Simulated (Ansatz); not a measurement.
## Electronic structure of FH₃O₂Si₂ in real space

Input file:

```
crystal:
  periodic: [false, false, false]
  atoms:
    - {symbol: O, position_ang: [-0.891339, 0.671748, 1.356214]}
    - {symbol: Si, position_ang: [0.549103, 0.031116, 1.150347]}
    - {symbol: O, position_ang: [1.123838, -0.386243, -0.218993]}
    - {symbol: Si, position_ang: [0.411248, -0.067730, -1.917029]}
    - {symbol: F, position_ang: [-1.068159, 0.492085, -1.258148]}
    - {symbol: H, position_ang: [-1.346572, 0.749241, 0.487436]}
    - {symbol: H, position_ang: [1.344610, -0.018020, 2.379115]}
    - {symbol: H, position_ang: [-0.030627, -1.529296, -2.034842]}
basis:
  gaussian: {orbitals: def2-TZVPP}
hamiltonian: {xc: pbe0, dispersion: d4}
output: {orbitals: {seedname: orbitals}}
```

Run with:

```sh
ansatz run in.yaml --threads 2 --pin off --events-out ev --progress --plain --max-ram 4352MiB
```

Geometry: PBE0-D4/def2-TZVP.

Level of theory: RKS PBE0-D4/def2-TZVPP (Ansatz).

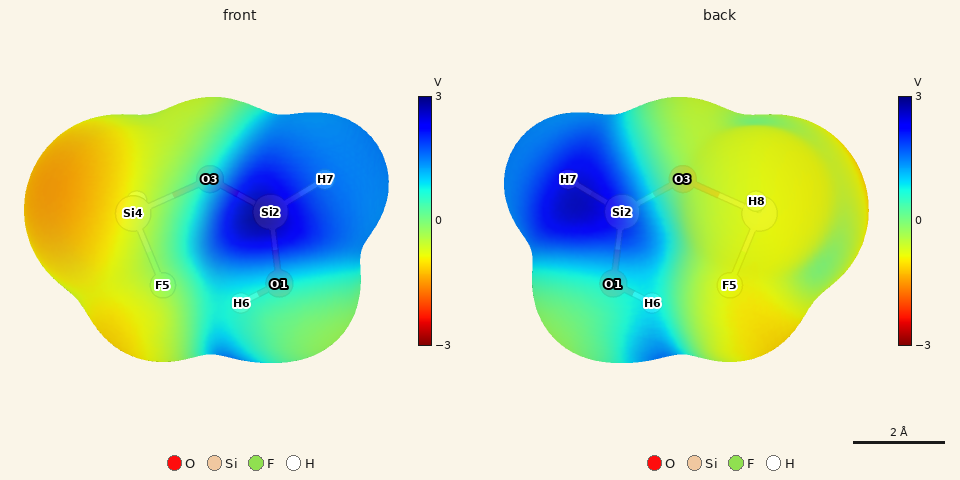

Figure 1. The molecular electrostatic potential painted on the density surface at 0.001 e/bohr³, seen from the front and from behind; the colour scale runs from red (negative) to blue (positive).

> Describe the electrostatic potential map.

The most negative region (about −1.5 V) lies over F5, the most positive (about +2.7 V) over Si2.

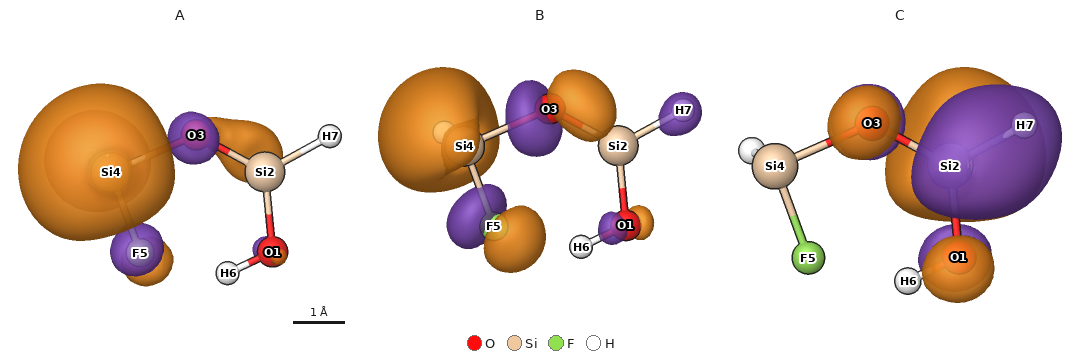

Figure 2. Three frontier orbitals at ±0.1 Å⁻³ᐟ² (orange and purple are the two phases), in no order.

> Order the three orbitals by energy and name them.

B is the HOMO−1 (−9.48 eV). By Hirshfeld shares it lies mainly on Si4 (about 40 %), H8 (about 30 %), F5 (about 15 %) and O3 (about 15 %). A is the HOMO (−5.28 eV). It lies mainly on Si4 (about 70 %) and H8 (about 15 %). C is the LUMO (−2.36 eV). By Hirshfeld shares it lies mainly on Si2 (about 65 %), O3 (about 10 %), O1 (about 10 %) and H7 (about 10 %).

> What is the HOMO–LUMO gap?

2.92 eV between the orbital energies.

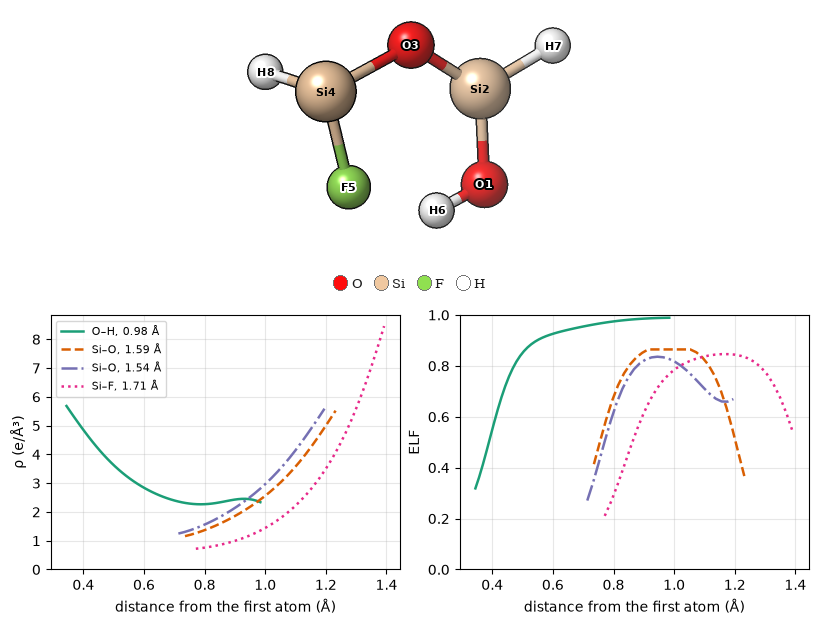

Figure 3. Total electron density and electron localisation function along straight lines between neighbouring atoms. The curves leave out the atomic cores. The structure is drawn too.

> What can be read from the curves?

O–H (0.98 Å): the density is about 3.7 e/Å³ at the midpoint; the ELF climbs to about 1 towards the hydrogen, as it does in any bond to H: a covalent bond by its length.
Si–O (1.59 Å): the density is about 1.3 e/Å³ at the midpoint; the ELF peaks at about 0.85 between the atoms, as expected for a polar covalent bond.
Si–O (1.54 Å): the density is about 1.4 e/Å³ at the midpoint; the ELF peaks at about 0.85 between the atoms; a polar covalent bond.
Si–F (1.71 Å): the density is about 0.87 e/Å³ at the midpoint; the ELF peaks at about 0.85 in the valence shell of F, 0.6 Å from its nucleus, and is about 0.50 at the midpoint.
